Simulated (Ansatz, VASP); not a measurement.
**KCl (Sylvite): VASP beside Ansatz**

One calculation is typed for both programs; each brings its own data sets. How far apart do they land? The cell is taken from a series of VASP runs on this material, whose earlier steps may have relaxed, scaled or displaced it; both programs get it as it stands. Valence electrons are named where the data sets of a main pair hold unlike numbers.

Main program and level: Ansatz 0.2.0; plane waves, with VASP 6.6.1 beside it; band structure at HSE06.

### Step 1. Set-up

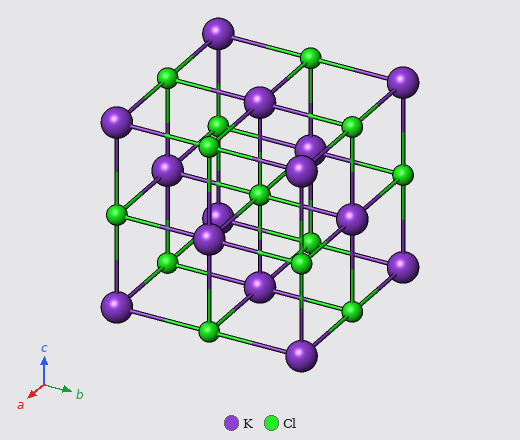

Start, viewed from a free direction; potassium purple, chlorine green. This picture shows the conventional cell, with its axes. Some periodic images of atoms are drawn too.

Structure file:

```xyz
2
Lattice="0.0000 3.1394 3.1394 3.1394 0.0000 3.1394 3.1394 3.1394 0.0000" Properties=species:S:1:pos:R:3 pbc="T T T"
K     0.0000    0.0000    0.0000
Cl    3.1394    3.1394    3.1394
```

### Step 2. VASP: band structure, HSE06

The same path points are solved in both programs, so levels can be compared one by one.

Lines of VASP's logs that name or quote its potential files are left out, and so is its time.

The run reads the wave functions of an earlier VASP run, which isn't shown here.

INCAR reads:

```
SYSTEM = KCl
PREC = Accurate
ENCUT = 350
EDIFF = 1E-06
NELM = 100
ISMEAR = 0
SIGMA = 0.03
LREAL = .FALSE.
ALGO = Normal
LHFCALC = .TRUE.
AEXX = 0.25
GGA = PE
HFSCREEN = 0.2
LASPH = .TRUE.
NBANDS = 14
PRECFOCK = Fast
LORBIT = 11
LWAVE = .FALSE.
LCHARG = .FALSE.
KPAR = 4
```

POSCAR reads:

```
KCl
1.0
    0.0000000000      3.1394000000      3.1394000000
    3.1394000000      0.0000000000      3.1394000000
    3.1394000000      3.1394000000      0.0000000000
K Cl
1 1
Direct
    0.0000000000      0.0000000000      0.0000000000
    0.5000000000      0.5000000000      0.5000000000
```

KPOINTS reads:

```
Automatic mesh
0
Gamma
4 4 4
0 0 0
```

KPOINTS_OPT reads:

```
Line mode
10
Line-mode
Reciprocal
  0.00000000   0.00000000   0.00000000 GAMMA
  0.50000000   0.00000000   0.50000000 X

  0.50000000   0.00000000   0.50000000 X
  0.50000000   0.25000000   0.75000000 W

  0.50000000   0.25000000   0.75000000 W
  0.37500000   0.37500000   0.75000000 K

  0.37500000   0.37500000   0.75000000 K
  0.00000000   0.00000000   0.00000000 GAMMA

  0.00000000   0.00000000   0.00000000 GAMMA
  0.50000000   0.50000000   0.50000000 L

  0.50000000   0.50000000   0.50000000 L
  0.62500000   0.25000000   0.62500000 U

  0.62500000   0.25000000   0.62500000 U
  0.50000000   0.25000000   0.75000000 W

  0.50000000   0.25000000   0.75000000 W
  0.50000000   0.50000000   0.50000000 L

  0.50000000   0.50000000   0.50000000 L
  0.37500000   0.37500000   0.75000000 K

  0.62500000   0.25000000   0.62500000 U
  0.50000000   0.00000000   0.50000000 X
```

PAW data sets: K_sv and Cl (PBE family, release 64).

On the command line:

```sh
$ mpirun -np 4 vasp_std
```

Numbers of over 12 decimals in the logs are rounded to 6 here.

Log:

```text
[banner, memory and clock lines left out]
running    4 mpi-ranks, on    1 nodes
 distrk:  each k-point on    1 cores,    4 groups
 distr:  one band on    1 cores,    1 groups

 POSCAR found type information on POSCAR K Cl
 POSCAR found :  2 types and       2 ions
 LDA part: xc-table for (Slater+PW92), standard interpolation
 found WAVECAR, reading the header
 POSCAR, INCAR and KPOINTS ok, starting setup
 FFT: planning ... GRIDC
 FFT: planning ... GRID_SOFT
 FFT: planning ... GRID
 reading WAVECAR
 the WAVECAR file was read successfully
 initial charge from wavefunction
 entering main loop
       N       E                     dE             d eps       ncg     rms          rms(c)
DAV:   1    -0.788284070722E+01   -0.78828E+01   -0.61688E-01   260   0.806E+00    0.235E+00
DAV:   2    -0.788456810992E+01   -0.17274E-02   -0.17996E-02   294   0.105E+00    0.162E+00
DAV:   3    -0.788093753617E+01    0.36306E-02   -0.43917E-03   254   0.404E-01    0.101E+00
DAV:   4    -0.788048271460E+01    0.45482E-03   -0.12058E-03   266   0.212E-01    0.628E-01
DAV:   5    -0.788038912649E+01    0.93588E-04   -0.13677E-04   298   0.841E-02    0.381E-01
DAV:   6    -0.788035389778E+01    0.35229E-04   -0.27242E-05   262   0.451E-02    0.225E-01
DAV:   7    -0.788034599524E+01    0.79025E-05   -0.11788E-05   252   0.282E-02    0.132E-01
DAV:   8    -0.788034569376E+01    0.30148E-06   -0.43488E-06   242   0.171E-02
   1 F= -.78803457E+01 E0= -.78803457E+01  d E =-.163909E-15
 Start KPOINTS_OPT (optional k-point list driver)
k-point batch [1-8\100]
       N       E                     dE             ncg
DAV:   1    -0.769641922008E+03   -0.20016E+04      224
DAV:   2    -0.153745778087E+04   -0.76782E+03      278
DAV:   3    -0.159455314250E+04   -0.57095E+02      284
DAV:   4    -0.159660011819E+04   -0.20470E+01      324
DAV:   5    -0.159663750831E+04   -0.37390E-01      284
DAV:   6    -0.159663835301E+04   -0.84469E-03      330
DAV:   7    -0.159663837280E+04   -0.19790E-04      278
DAV:   8    -0.159663837297E+04   -0.17397E-06      172
[...]
k-point batch [97-100\100]
       N       E                     dE             ncg
DAV:   1     0.134557730039E+04   -0.21615E+04      112
DAV:   2     0.976702326046E+03   -0.36887E+03      136
DAV:   3     0.950281362115E+03   -0.26421E+02      154
DAV:   4     0.949118995588E+03   -0.11624E+01      192
DAV:   5     0.949098792724E+03   -0.20203E-01      142
DAV:   6     0.949098440765E+03   -0.35196E-03      168
DAV:   7     0.949098434434E+03   -0.63313E-05      136
DAV:   8     0.949098434390E+03   -0.43910E-07       92
```

Parts of OUTCAR (step 2):

```text
ion  position               nearest neighbor table
   1  0.000  0.000  0.000-   2 3.14   2 3.14   2 3.14   2 3.14   2 3.14   2 3.14
   2  0.500  0.500  0.500-   1 3.14   1 3.14   1 3.14   1 3.14   1 3.14   1 3.14

  LATTYP: Found a face centered cubic cell.
 ALAT       =     6.2788000000

 Subroutine GETGRP returns: Found 48 space group operations
 (whereof 48 operations were pure point group operations)

The static configuration has the point symmetry O_h .

 Found      8 irreducible k-points:

   k-points           NKPTS =      8   k-points in BZ     NKDIM =     64   number of bands    NBANDS=     14

   dimension x,y,z NGX =    28 NGY =   28 NGZ =   28
   dimension x,y,z NGXF=    56 NGYF=   56 NGZF=   56

   ENCUT  =  350.0 eV  25.72 Ry    5.07 a.u.   6.77  6.77  6.77*2*pi/ulx,y,z

   NELECT =      16.0000    total number of electrons

 k-points in reciprocal lattice and weights: Automatic mesh
   0.00000000  0.00000000  0.00000000       0.016
   0.25000000  0.00000000  0.00000000       0.125
   0.50000000  0.00000000  0.00000000       0.062
   0.25000000  0.25000000  0.00000000       0.094
   0.50000000  0.25000000  0.00000000       0.375
  -0.25000000  0.25000000  0.00000000       0.188
   0.50000000  0.50000000  0.00000000       0.047
  -0.25000000  0.50000000  0.25000000       0.094

  exchange ACFDT corr.  =         0.00000000  see jH, gK, PRB 81, 115126

 average (electrostatic) potential at core
       1 -31.4869       2 -90.4485

 E-fermi :  -2.6573

 k-point     1 :       0.0000    0.0000    0.0000
  band No.  band energies     occupation
    ...
      4     -14.1724      2.00000
      5     -14.1724      2.00000
      6      -2.8194      2.00000
      7      -2.8194      2.00000
      8      -2.8194      2.00000
      9       3.7231      0.00000
     10       7.1262      0.00000
     11       7.1262      0.00000
     12       7.1262      0.00000
     13       8.1381      0.00000
    ...

 k-point     2 :       0.2500    0.0000    0.0000
  band No.  band energies     occupation
    ...
      4     -14.1758      2.00000
      5     -14.0542      2.00000
      6      -3.4291      2.00000
      7      -2.9954      2.00000
      8      -2.9953      2.00000
      9       5.0115      0.00000
     10       6.8390      0.00000
     11       7.9334      0.00000
     12       7.9335      0.00000
     13       8.9860      0.00000
    ...

 k-point     3 :       0.5000    0.0000    0.0000
  band No.  band energies     occupation
    ...
      4     -14.1792      2.00000
      5     -13.9428      2.00000
      6      -3.9319      2.00000
      7      -3.1609      2.00000
      8      -3.1609      2.00000
      9       6.1234      0.00000
     10       7.3338      0.00000
     11       9.5450      0.00000
     12       9.5450      0.00000
     13      10.1290      0.00000
    ...

  energy-cutoff  :      350.00
  volume of cell :       61.88
      direct lattice vectors                 reciprocal lattice vectors
     0.000000000  3.139400000  3.139400000    -0.159266102  0.159266102  0.159266102
     3.139400000  0.000000000  3.139400000     0.159266102 -0.159266102  0.159266102
     3.139400000  3.139400000  0.000000000     0.159266102  0.159266102 -0.159266102

 POSITION                                       TOTAL-FORCE (eV/Angst)
 -----------------------------------------------------------------------------------
      0.00000      0.00000      0.00000        -0.000000     -0.000000     -0.000000
      3.13940      3.13940      3.13940         0.000000      0.000000      0.000000
 -----------------------------------------------------------------------------------
    total drift:                                0.000000      0.000000     -0.000000

  FREE ENERGIE OF THE ION-ELECTRON SYSTEM (eV)
  ---------------------------------------------------
  free  energy   TOTEN  =        -7.8803456938 eV

  energy  without entropy=       -7.8803456938  energy(sigma->0) =       -7.88034569

 total charge
# of ion       s       p       d       tot
------------------------------------------
    1        1.958   5.625   0.020   7.603
    2        1.581   3.589   0.000   5.170
--------------------------------------------------
tot          3.539   9.214   0.020  12.773

[... 3 further parts left out ...]
```

The k-mesh is coarse for exact exchange; levels may shift by about 0.1 eV on a finer one.

[end of part 1 of 2]

[Lines on the potential files, build, host, timing and source positions are cut from VASP's logs without a mark.]

[Logs are printed without paths, hosts, clocks, repeated set-up lines and the standing remarks that a program may print on its own settings, such as how far it seeks lower states.]

[Hosts, paths, dates, database ids (printed as entryN), source tags and the programs' standing remarks are cut or masked in the printed files.]
